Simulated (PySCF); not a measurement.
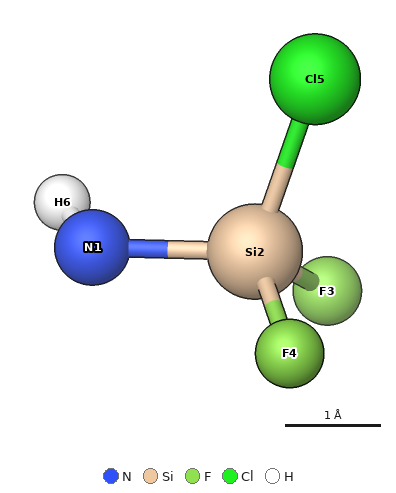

The input geometry (ball-and-stick view, seen at a tilt; atoms are numbered from 1 in the order of the input). Bond lengths as drawn: Cl–Si 2.02 Å, F–Si 1.57 to 1.58 Å, H–N 1.02 Å and N–Si 1.72 Å.

# Run report: SiNHClF₂, property calculation

SiNHClF₂, multiplicity 2, computed with PBE0/def2-TZVP, UKS (PySCF 2.14.0).

The geometry comes from this level: PBE0-D4/def2-TZVP.

## Input (calc.py)
```python
# [NH][Si](F)(F)Cl
from pyscf import gto, dft

system = gto.Mole()
system.atom = [
    ('N', (0.109700, 0.566300, 1.248600)),
    ('Si', (0.180200, -0.228500, -0.277000)),
    ('F', (-0.800000, -1.460700, -0.382700)),
    ('F', (1.631800, -0.788700, -0.495900)),
    ('Cl', (-0.242400, 1.107700, -1.728900)),
    ('H', (-0.837300, 0.739800, 1.589700)),
]
system.charge = 0
system.basis = 'def2-tzvp'
system.max_memory = 1860
system.spin = 1
system.verbose = 3
system.build()

calc0 = dft.UKS(system, xc='pbe0')
calc0.grids.level = 6
calc0.conv_tol = 1e-10
calc0.kernel()
if not calc0.converged:
    calc0 = calc0.newton().run(calc0.mo_coeff, calc0.mo_occ)

etot = calc0.e_tot
print('E = %.10f Eh' % etot)
calc0.analyze()
quad = calc0.quad_moment()
```

Hardware: 1 thread of Intel Xeon @ 2.50GHz (Skylake/Cascade Lake), 16 GiB of memory available, shared host.

Launch command:
```bash
OMP_NUM_THREADS=1 python calc.py
```

## The program's output
```
WARN: HOMO -0.293686671155314 >= LUMO -0.293686671155314

converged SCF energy = -1004.49451294536  <S^2> = 0.75359298  2S+1 = 2.0035898
E = -1004.4945129454 Eh
**** MO energy ****
                             alpha | beta                alpha | beta
MO #1   energy= -101.729077241023  | -101.728687499533  occ= 1 | 1
MO #2   energy= -66.3571288057178  | -66.3572758738449  occ= 1 | 1
MO #3   energy= -24.7938635059823  | -24.7936056183809  occ= 1 | 1
MO #4   energy= -24.7904351931011  | -24.7903780390897  occ= 1 | 1
MO #5   energy= -14.442643071382   | -14.4233828883553  occ= 1 | 1
MO #6   energy= -9.55673307533128  | -9.55638298683594  occ= 1 | 1
MO #7   energy= -7.28841734494337  | -7.28787268406509  occ= 1 | 1
MO #8   energy= -7.28394071962685  | -7.28315445442904  occ= 1 | 1
MO #9   energy= -7.28336984454906  | -7.28305191008071  occ= 1 | 1
MO #10  energy= -5.4275404888287   | -5.42770083939215  occ= 1 | 1
MO #11  energy= -3.76315577558458  | -3.76313800914068  occ= 1 | 1
MO #12  energy= -3.76289933648248  | -3.76306101924511  occ= 1 | 1
MO #13  energy= -3.76058196261619  | -3.76090001175949  occ= 1 | 1
MO #14  energy= -1.26367427007331  | -1.26325038729298  occ= 1 | 1
MO #15  energy= -1.24370611389569  | -1.24336523103838  occ= 1 | 1
MO #16  energy= -0.912941083680955 | -0.885965353500285 occ= 1 | 1
MO #17  energy= -0.877271283365848 | -0.844074049908961 occ= 1 | 1
MO #18  energy= -0.60730614243414  | -0.604514829285719 occ= 1 | 1
MO #19  energy= -0.544365449318091 | -0.542709026459839 occ= 1 | 1
MO #20  energy= -0.526621754659442 | -0.521245786788969 occ= 1 | 1
MO #21  energy= -0.517824440414371 | -0.514800541664921 occ= 1 | 1
MO #22  energy= -0.486378809178874 | -0.481703870282774 occ= 1 | 1
MO #23  energy= -0.476347347612379 | -0.473621111419879 occ= 1 | 1
MO #24  energy= -0.463302738075882 | -0.462423487049236 occ= 1 | 1
MO #25  energy= -0.44467142664037  | -0.437429204758028 occ= 1 | 1
MO #26  energy= -0.399151504542214 | -0.380172830474884 occ= 1 | 1
MO #27  energy= -0.37779771831867  | -0.374762361457067 occ= 1 | 1
MO #28  energy= -0.363517134818006 | -0.333610460943756 occ= 1 | 1
MO #29  energy= -0.351404163541229 | -0.160987009931986 occ= 1 | 0
MO #30  energy= 0.0176339960714269 | 0.0239422236442937 occ= 0 | 0
MO #31  energy= 0.057300637097433  | 0.0599212133859182 occ= 0 | 0
MO #32  energy= 0.0599719064179106 | 0.0609348911115525 occ= 0 | 0
MO #33  energy= 0.08712956368827   | 0.103513941852023  occ= 0 | 0
MO #34  energy= 0.10780505164311   | 0.113982821189711  occ= 0 | 0
MO #35  energy= 0.143117770338079  | 0.145201226625697  occ= 0 | 0
MO #36  energy= 0.171865185015647  | 0.174527237264475  occ= 0 | 0
MO #37  energy= 0.187934752828973  | 0.190467105928134  occ= 0 | 0
MO #38  energy= 0.214233186268847  | 0.220114604968421  occ= 0 | 0
MO #39  energy= 0.259436405022023  | 0.261354806920379  occ= 0 | 0
MO #40  energy= 0.267850942320908  | 0.272257638699384  occ= 0 | 0
MO #41  energy= 0.285038071394639  | 0.292594693157443  occ= 0 | 0
MO #42  energy= 0.314068020494069  | 0.320288383383863  occ= 0 | 0
MO #43  energy= 0.335851039192502  | 0.351048385088022  occ= 0 | 0
MO #44  energy= 0.351982622662396  | 0.360558859254371  occ= 0 | 0
MO #45  energy= 0.379925181604186  | 0.384296928756626  occ= 0 | 0
MO #46  energy= 0.38837364798143   | 0.395537781469851  occ= 0 | 0
MO #47  energy= 0.398545875169379  | 0.416254306452125  occ= 0 | 0
MO #48  energy= 0.441536630948169  | 0.450124593805588  occ= 0 | 0
MO #49  energy= 0.461318617332226  | 0.471535453534813  occ= 0 | 0
MO #50  energy= 0.480480753851984  | 0.489691614111917  occ= 0 | 0
MO #51  energy= 0.492316362415146  | 0.494695564612973  occ= 0 | 0
MO #52  energy= 0.510309141009061  | 0.51597339902041   occ= 0 | 0
MO #53  energy= 0.543864234773867  | 0.552185340272504  occ= 0 | 0
MO #54  energy= 0.584063968450036  | 0.58930968091296   occ= 0 | 0
MO #55  energy= 0.600159616882332  | 0.605320828189801  occ= 0 | 0
MO #56  energy= 0.633485068769701  | 0.635716933517139  occ= 0 | 0
MO #57  energy= 0.638920207149069  | 0.645053525178824  occ= 0 | 0
MO #58  energy= 0.642654721953225  | 0.648787855731269  occ= 0 | 0
MO #59  energy= 0.658360205619963  | 0.661650841642345  occ= 0 | 0
MO #60  energy= 0.73467126092178   | 0.735888972809349  occ= 0 | 0
MO #61  energy= 0.740481552138873  | 0.742667468875141  occ= 0 | 0
MO #62  energy= 0.752064568984404  | 0.75333693868866   occ= 0 | 0
MO #63  energy= 0.895533083807089  | 0.898066389514998  occ= 0 | 0
MO #64  energy= 0.922742727874778  | 0.927058487794833  occ= 0 | 0
MO #65  energy= 0.938455130196132  | 0.942069713953215  occ= 0 | 0
MO #66  energy= 0.968399157031102  | 0.984172964153255  occ= 0 | 0
MO #67  energy= 0.994119959377626  | 0.996008964949829  occ= 0 | 0
MO #68  energy= 1.00290662343239   | 1.00592416135239   occ= 0 | 0
MO #69  energy= 1.00960778173433   | 1.0194005606135    occ= 0 | 0
MO #70  energy= 1.05255841180477   | 1.06378744550195   occ= 0 | 0
MO #71  energy= 1.06339555696309   | 1.06969590021666   occ= 0 | 0
MO #72  energy= 1.09605863275293   | 1.10028931412342   occ= 0 | 0
MO #73  energy= 1.14012423280924   | 1.15101918820731   occ= 0 | 0
MO #74  energy= 1.15662800768114   | 1.16970081518424   occ= 0 | 0
MO #75  energy= 1.20232785925986   | 1.20655779306121   occ= 0 | 0
MO #76  energy= 1.28414196766848   | 1.29111771667278   occ= 0 | 0
MO #77  energy= 1.31501575528285   | 1.32584659938234   occ= 0 | 0
MO #78  energy= 1.33649572084894   | 1.34372894517658   occ= 0 | 0
MO #79  energy= 1.38517893009149   | 1.39373031779118   occ= 0 | 0
MO #80  energy= 1.50192684476697   | 1.50457217652471   occ= 0 | 0
MO #81  energy= 1.5162333797688    | 1.53712026061001   occ= 0 | 0
MO #82  energy= 1.53956580851312   | 1.56479663981598   occ= 0 | 0
MO #83  energy= 1.57868698236004   | 1.59233583695211   occ= 0 | 0
MO #84  energy= 1.59393625878064   | 1.59723354899021   occ= 0 | 0
MO #85  energy= 1.619575262155     | 1.62262950118788   occ= 0 | 0
MO #86  energy= 1.77251952783988   | 1.77581579129333   occ= 0 | 0
MO #87  energy= 1.79048951390531   | 1.79191914096596   occ= 0 | 0
MO #88  energy= 1.84326717084222   | 1.85286765613221   occ= 0 | 0
MO #89  energy= 1.85979966916965   | 1.86151907841458   occ= 0 | 0
MO #90  energy= 1.88267412064105   | 1.8916690419737    occ= 0 | 0
MO #91  energy= 1.92039997193461   | 1.92689636959984   occ= 0 | 0
MO #92  energy= 1.95048632713598   | 1.9570246139018    occ= 0 | 0
MO #93  energy= 1.96807349685392   | 1.97054443188298   occ= 0 | 0
MO #94  energy= 1.98943239325727   | 1.99744199208077   occ= 0 | 0
MO #95  energy= 2.0084650606068    | 2.02542352971657   occ= 0 | 0
MO #96  energy= 2.02804483874938   | 2.04078257088647   occ= 0 | 0
MO #97  energy= 2.06111538208839   | 2.06277561652822   occ= 0 | 0
MO #98  energy= 2.06321147020963   | 2.06715184127517   occ= 0 | 0
MO #99  energy= 2.09502415206996   | 2.11123472507586   occ= 0 | 0
MO #100 energy= 2.15655688803787   | 2.16320513737408   occ= 0 | 0
MO #101 energy= 2.20604610770504   | 2.2084930433035    occ= 0 | 0
MO #102 energy= 2.21823908895242   | 2.21886976768942   occ= 0 | 0
MO #103 energy= 2.22644896150945   | 2.22891788398723   occ= 0 | 0
MO #104 energy= 2.28419834674046   | 2.294966539988     occ= 0 | 0
MO #105 energy= 2.33841766512174   | 2.37637594891042   occ= 0 | 0
MO #106 energy= 2.3981108812186    | 2.41361114720508   occ= 0 | 0
MO #107 energy= 2.4465691097807    | 2.45353132055955   occ= 0 | 0
MO #108 energy= 2.4984481084923    | 2.50401531352694   occ= 0 | 0
MO #109 energy= 2.52373337583993   | 2.52625848092481   occ= 0 | 0
MO #110 energy= 2.53057541464601   | 2.53508177397916   occ= 0 | 0
MO #111 energy= 2.55876061023306   | 2.56163482593195   occ= 0 | 0
MO #112 energy= 2.56254333688009   | 2.5658376445       occ= 0 | 0
MO #113 energy= 2.5782661019048    | 2.5801078840022    occ= 0 | 0
MO #114 energy= 2.59701981519235   | 2.59839511174031   occ= 0 | 0
MO #115 energy= 2.6609401612559    | 2.66165140275457   occ= 0 | 0
MO #116 energy= 2.74820378848791   | 2.75992175224818   occ= 0 | 0
MO #117 energy= 2.91295780346833   | 2.91734647779411   occ= 0 | 0
MO #118 energy= 3.10064895063173   | 3.12606504647131   occ= 0 | 0
MO #119 energy= 3.30755868381032   | 3.3093916760456    occ= 0 | 0
MO #120 energy= 3.32625815462839   | 3.32688995916839   occ= 0 | 0
MO #121 energy= 3.33925718234662   | 3.34067238033919   occ= 0 | 0
MO #122 energy= 3.3845338600546    | 3.38824047850119   occ= 0 | 0
MO #123 energy= 3.67035703363731   | 3.67248313721293   occ= 0 | 0
MO #124 energy= 3.7658584293989    | 3.76707400720157   occ= 0 | 0
MO #125 energy= 3.89588665447376   | 3.94469651912877   occ= 0 | 0
MO #126 energy= 3.91840866786094   | 3.96078077532141   occ= 0 | 0
MO #127 energy= 3.9731463000083    | 4.00548916337223   occ= 0 | 0
MO #128 energy= 4.03719504231259   | 4.07197199994449   occ= 0 | 0
MO #129 energy= 4.08668226726837   | 4.10828705227356   occ= 0 | 0
MO #130 energy= 4.13297666064597   | 4.17188673257672   occ= 0 | 0
MO #131 energy= 4.22120088949958   | 4.27383886852954   occ= 0 | 0
MO #132 energy= 4.34552163338205   | 4.35234963365081   occ= 0 | 0
MO #133 energy= 4.56242332910491   | 4.63802295830951   occ= 0 | 0
MO #134 energy= 4.65422834740492   | 4.73796287479296   occ= 0 | 0
MO #135 energy= 4.78864239379255   | 4.86059839910397   occ= 0 | 0
MO #136 energy= 4.89950190964046   | 4.91513265035729   occ= 0 | 0
MO #137 energy= 4.98331581562816   | 5.00960658710461   occ= 0 | 0
MO #138 energy= 5.43863431712489   | 5.45672377375453   occ= 0 | 0
MO #139 energy= 6.25062565087122   | 6.25143994564496   occ= 0 | 0
MO #140 energy= 6.3014580022158    | 6.3013612915979    occ= 0 | 0
MO #141 energy= 6.44672155077516   | 6.44808113416754   occ= 0 | 0
MO #142 energy= 6.8372975792971    | 6.83756328377407   occ= 0 | 0
MO #143 energy= 6.84132217271764   | 6.84163955884208   occ= 0 | 0
MO #144 energy= 6.8507917362045    | 6.85113055229909   occ= 0 | 0
MO #145 energy= 6.85313403076696   | 6.85337215466597   occ= 0 | 0
MO #146 energy= 6.85677097831086   | 6.85702594559865   occ= 0 | 0
MO #147 energy= 6.86628879059756   | 6.86649852593711   occ= 0 | 0
MO #148 energy= 6.87445265998188   | 6.8747013057628    occ= 0 | 0
MO #149 energy= 6.90575037807165   | 6.90607645942711   occ= 0 | 0
MO #150 energy= 6.91211426073676   | 6.91221693329465   occ= 0 | 0
MO #151 energy= 6.92895139407035   | 6.92928794767888   occ= 0 | 0
MO #152 energy= 6.9349519477488    | 6.93513880577508   occ= 0 | 0
MO #153 energy= 6.98383126552069   | 6.98432433054914   occ= 0 | 0
MO #154 energy= 7.15719828666803   | 7.1579050759761    occ= 0 | 0
MO #155 energy= 7.2829168235373    | 7.28304933949737   occ= 0 | 0
MO #156 energy= 8.30447357390221   | 8.30494544665136   occ= 0 | 0
MO #157 energy= 8.31292314263789   | 8.31350394506303   occ= 0 | 0
MO #158 energy= 8.32719478070357   | 8.3276072659561    occ= 0 | 0
MO #159 energy= 8.38021090355491   | 8.38063991214396   occ= 0 | 0
MO #160 energy= 8.59175747546306   | 8.59227131585381   occ= 0 | 0
MO #161 energy= 8.59839683671262   | 8.59875869373489   occ= 0 | 0
MO #162 energy= 8.62425025866933   | 8.62468516524429   occ= 0 | 0
MO #163 energy= 8.66451364400824   | 8.66468139461545   occ= 0 | 0
MO #164 energy= 8.72139517176281   | 8.72174329985721   occ= 0 | 0
MO #165 energy= 8.86532921184049   | 8.86556715910623   occ= 0 | 0
MO #166 energy= 10.760998297507    | 10.7613067834247   occ= 0 | 0
MO #167 energy= 10.769158721237    | 10.7703366271829   occ= 0 | 0
MO #168 energy= 10.9534296669047   | 10.9542107596014   occ= 0 | 0
MO #169 energy= 11.8323001161598   | 11.8325909739221   occ= 0 | 0
MO #170 energy= 24.9140996536437   | 24.914671589496    occ= 0 | 0
MO #171 energy= 31.6012616959359   | 31.6210095644689   occ= 0 | 0
MO #172 energy= 56.9642616175829   | 56.964414542715    occ= 0 | 0
MO #173 energy= 57.0478821377621   | 57.048019659606    occ= 0 | 0

To work with the spin densities directly, `use mulliken_meta_spin()` only printing them here.

 ** Mulliken spin pop alpha/beta on meta-lowdin orthogonal AOs **
 ** Mulliken Spin Density (per atom)  **
spin density of  0 N =      0.97304
spin density of  1 Si =      0.00497
spin density of  2 F =      0.00625
spin density of  3 F =      0.00207
spin density of  4 Cl =      0.03746
spin density of  5 H =     -0.02379
 ** Mulliken pop alpha/beta on meta-lowdin orthogonal AOs **
 ** Mulliken atomic charges   ( Nelec_alpha | Nelec_beta ) **
charge of  0N =     -0.52249  (     4.24776      3.27473 )
charge of  1Si =      1.49550  (     6.25473      6.24976 )
charge of  2F =     -0.48717  (     4.74671      4.74046 )
charge of  3F =     -0.48207  (     4.74207      4.74000 )
charge of  4Cl =     -0.25636  (     8.64691      8.60945 )
charge of  5H =      0.25259  (     0.36181      0.38560 )
Dipole moment(X, Y, Z, Debye): -1.53946,  0.68259,  0.57817
Traceless quadrupole moment (Debye*A):
```

## Key numbers

```json
{"quantity": "outcome", "value": "converged"}
{"quantity": "total energy", "value": "−1004.494513 hartree"}
{"quantity": "basis functions", "value": "173"}
{"quantity": "⟨S²⟩", "value": "0.754"}
{"quantity": "dipole moment", "value": "1.78 D"}
{"quantity": "wall time", "value": "2.3 min"}
{"quantity": "peak memory", "value": "1.5 GiB"}
```
